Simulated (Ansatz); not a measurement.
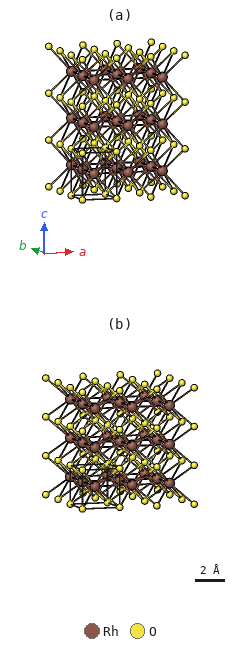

The structure of a crystal of RhO (built on the CuAu (L1_0)_123 type) before (top) and after (bottom) a relaxation, at one scale.

A ball-and-stick model of the cell of the calculation, repeated 3 × 3 × 3 with one cell outlined, seen slightly off an axis.

Case: CuAu (L1_0) type (P4/mmm, No. 123).

Computed with Ansatz, DFT PBE, scalar-relativistic, plane waves, PAW. Settings: plane-wave cutoff 420 eV; k-point mesh 22 × 22 × 16; occupations gaussian; smearing width 0.1 eV; no spin polarisation; cell and atoms relaxed; force threshold 0.01 eV/Å; at most 80 steps.

Q: Summarise the run.

A: The atoms keep their places relative to the cell (all moves are under 0.005 Å). The drawn cell changes as follows: a = b 2.534 → 2.760 Å (+8.9 %), c 3.321 → 2.760 Å (−16.9 %); the volume changes by −1.4 %. Some distances before and after: Rh–Rh 3.321 → 2.760 Å, Rh–Rh 2.534 → 2.760 Å, O–Rh 2.443 → 2.390 Å. The space group (tolerance 0.01 Å) goes from P4/mmm (No. 123) to Pm-3m (No. 221). After 8 accepted moves (11 points after the start) the energy has fallen by 249 meV per atom. All forces vanish by symmetry, so only the cell relaxes. Pressure: 3.43 GPa at the start and 0.00 GPa at the end. At 3 points the geometry stayed and the basis and grid were re-selected for the new cell (energy shift of 9.4 meV per atom at most each time). Cost: 79 s on 1 thread of Intel(R) Xeon(R) 6975P-C (Granite Rapids) (shared host), peak memory 0.54 GiB.
